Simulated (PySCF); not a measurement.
SMILES CC[Si](C)(Cl)CC at its GFN2-xTB optimised geometry (Å):

```
20

C      0.0101    -2.3894     1.5871
C     -0.5436    -0.9701     1.4862
Si     0.1511     0.0145     0.0000
C      2.0559     0.0145     0.0000
Cl    -0.4845    -0.8999    -1.7129
C     -0.5068     1.8101     0.0000
C     -2.0301     1.9062    -0.0141
H      1.0866    -2.3728     1.7384
H     -0.1976    -2.9458     0.6764
H     -0.4427    -2.9207     2.4222
H     -1.6308    -1.0263     1.4085
H     -0.3277    -0.4396     2.4147
H      2.4526     0.4184     0.9259
H      2.4467    -0.9917    -0.1166
H      2.4500     0.6129    -0.8161
H     -0.1266     2.3423     0.8727
H     -0.1152     2.3343    -0.8733
H     -2.4370     1.3910    -0.8808
H     -2.4526     1.4551     0.8805
H     -2.3500     2.9458    -0.0541
```

Method: PBE0/def2-SVP (PySCF).

Map of the electrostatic potential (hartree/e), clipped to [-0.08, 0.12] on the plane z = 1.0 Å:

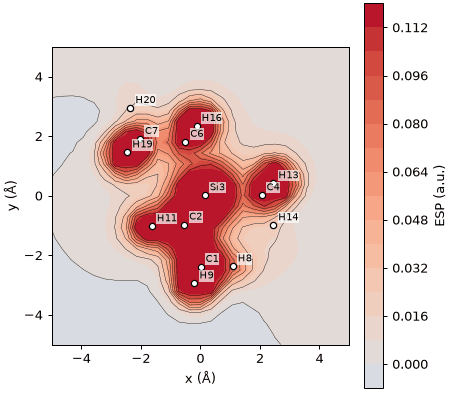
Fig. 1. Electrostatic potential (hartree/e), clipped to [-0.08, 0.12] on the plane z = 1.0 Å.
